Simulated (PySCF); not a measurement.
SMILES CCC[Si](F)(F)Cl at its B3LYP/def2-SVP optimised geometry (Å):

```
14

C      2.0879    -0.9201    -0.0235
C      0.5594    -0.9703    -0.0143
C     -0.0904     0.4260     0.0000
Si    -1.9428     0.4260     0.0000
F     -2.5198     1.9336     0.0000
F     -2.5245    -0.2803    -1.3312
Cl    -2.7405    -0.5542     1.6209
H      2.4768    -0.3975     0.8665
H      2.5198    -1.9336    -0.0313
H      2.4663    -0.3884    -0.9124
H      0.2126    -1.5402     0.8648
H      0.2029    -1.5290    -0.8971
H      0.2416     0.9992     0.8847
H      0.2316     1.0133    -0.8799
```

Computed with PySCF with B3LYP/def2-TZVP.

Map of the log10 of the electron density (e/bohr³), floored at −4 on the plane z = 0.8 Å:

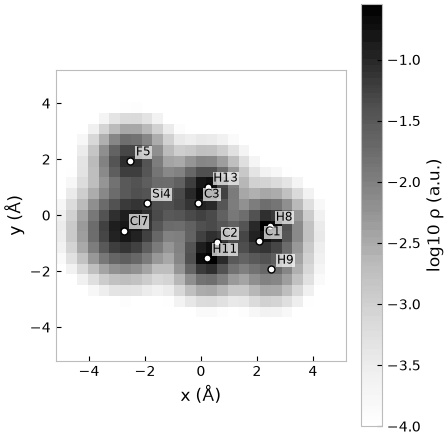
Figure. Log10 of the electron density (e/bohr³), floored at −4 on the plane z = 0.8 Å.
